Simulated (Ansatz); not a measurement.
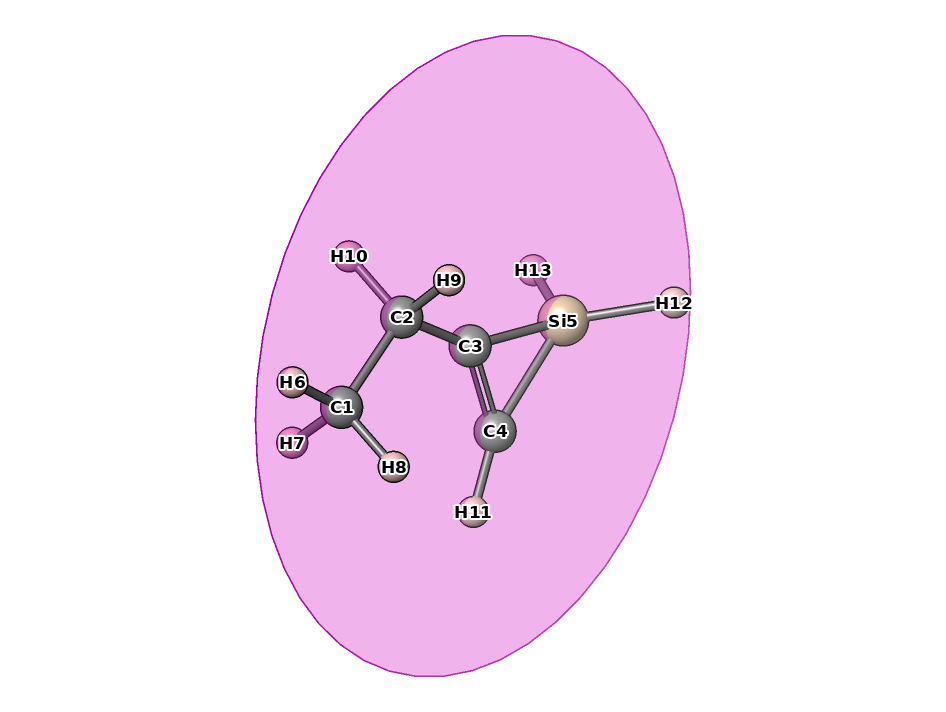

A disc through the centre of mass is drawn in. Depth is shown by fading: the farther an atom, the more it takes the colour of the background. Computed geometry: PBE0-D4/def2-TZVP optimisation. No frequency run is at hand to confirm it as a minimum.

Question: Is the plane of the disc a mirror plane of the structure?

Answer: Yes. The reflection leaves C1, C2, C3, C4, Si5, H6, H11 in place and moves H7 ↔ H8; H9 ↔ H10; H12 ↔ H13. The point group is Cs.
